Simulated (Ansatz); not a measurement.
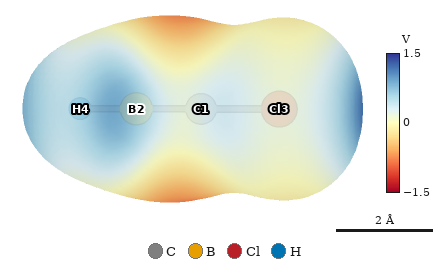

CHBCl (doublet). The electrostatic potential painted on the density surface at 0.002 e/bohr³, seen across its widest extent; red is negative and blue positive.

Geometry: B3LYP-D3(BJ)/def2-SVP.

Method: isolated molecule in a Gaussian basis; Kohn-Sham density functional theory, functional PBE0 (Ansatz).

**Describe the electrostatic potential map.**

The most negative region (about −0.8 V, or −18 kcal/mol for a unit charge) lies over C1, the most positive (about +1.2 V, or +28 kcal/mol for a unit charge) over Cl3. Cl3 shows a σ-hole: about +1.2 V, or +28 kcal/mol for a unit charge at the tip opposite its bond, against about 0.0 V on its flanks.
